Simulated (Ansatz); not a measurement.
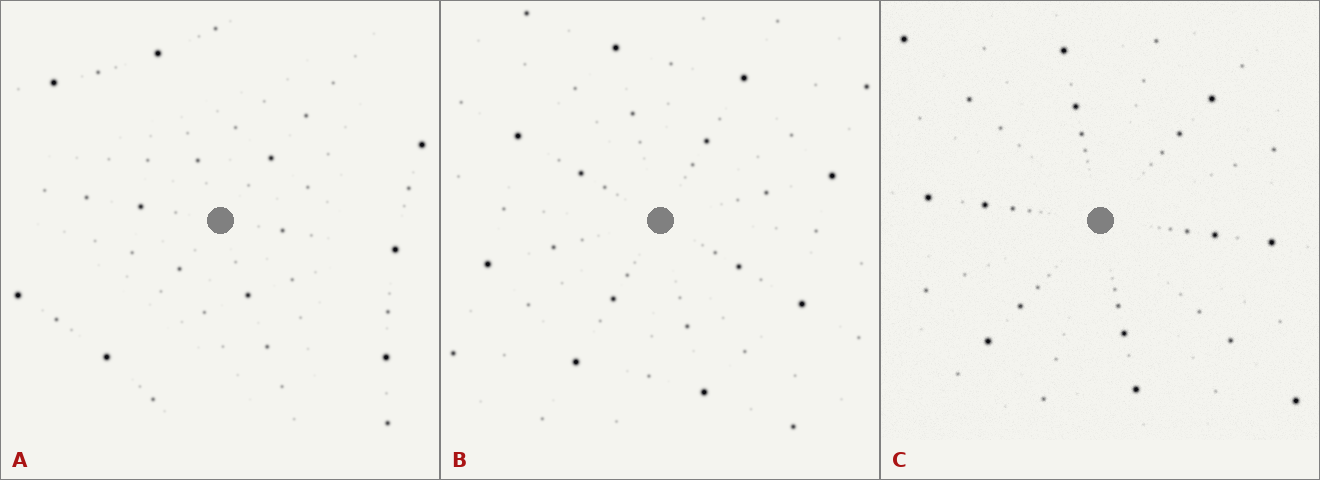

Simulated back-reflection Laue patterns (white X-rays, 0.45 to 2.2 Å, flat plate covering ±45° about the beam, kinematic intensities, seen from the source). Crystal: Cr, space group Im-3m (No. 229), a = 2.81 Å. Structure: the input geometry of an electronic-structure calculation (not necessarily at equilibrium).

Question: The directions [001], [110], [111] point towards the source, in some order. Which is which?

Answer: A: [111], symmetry 3m (a threefold axis with three mirror lines). B: [001], symmetry 4mm (a fourfold axis with mirror lines). C: [110], symmetry 2mm (a twofold axis with two mirror lines). The Laue class is m-3m.
